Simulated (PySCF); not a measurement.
C7H11F (SMILES F[C@]12CCC[C@H](C1)C2)

Input file:

```
{"job": {"kind": "uv", "xc": "CAM-B3LYP", "basis": "def2-SVPD", "dynamic": true, "nstates": 6, "ntriplets": 0}, "charge": 0, "multiplicity": 1}
F     -1.634676    -1.180532     1.419814
C     -0.877428    -0.333034     0.655470
C      0.583300    -0.756998     0.691703
C      1.483262     0.371335     0.164098
C      0.782807     1.255944    -0.879017
C     -0.723283     1.312710    -0.615434
C     -1.033941     1.175075     0.896434
C     -1.330255    -0.097644    -0.785811
H      0.692193    -1.682128     0.102365
H      0.849758    -1.006002     1.731135
H      2.423959    -0.036630    -0.234191
H      1.774085     1.004910     1.016037
H      1.217930     2.268142    -0.854360
H      0.947226     0.874258    -1.900748
H     -1.208600     2.135413    -1.159249
H     -2.085653     1.412543     1.110704
H     -0.383911     1.670420     1.633607
H     -2.428064    -0.066931    -0.844725
H     -0.926607    -0.754288    -1.572871
```

Run with:

```sh
OMP_NUM_THREADS=1 python probes_run.py task.json out
```

Geometry: PBE0-D3(BJ)/def2-SVP.

Method: CAM-B3LYP/def2-SVPD, SCF density, gas phase (PySCF 2.14.0).

**Predict the electron density and electron localisation function between the atoms.**

C–F (1.37 Å): ρ at the midpoint is about 2.1 e/Å³, with its minimum of 1.6 e/Å³ about 0.5 Å from C; the ELF peaks at about 0.85 between the atoms; a shared but strongly polarised pair.
C–C (1.52 Å): ρ at the midpoint is about 1.7 e/Å³; the ELF peaks at about 0.95 between the atoms (localised, covalent bonding).
C–H (1.10 Å): the density is about 1.9 e/Å³ at the midpoint; the ELF climbs to about 1 towards the hydrogen, as it does in any bond to H: an ordinary covalent bond to hydrogen.

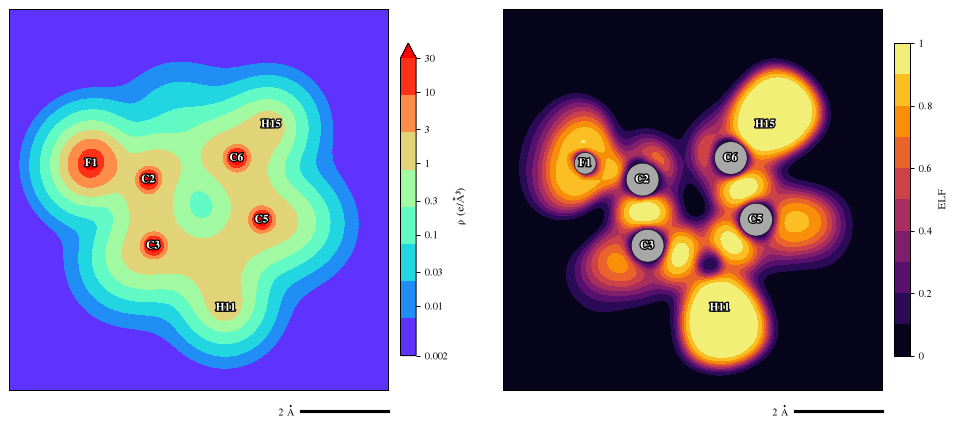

Computed electron density and electron localisation function on the plane of atoms F1, C2 and C3, in this order. Grey discs cover the atomic cores in the ELF map. 
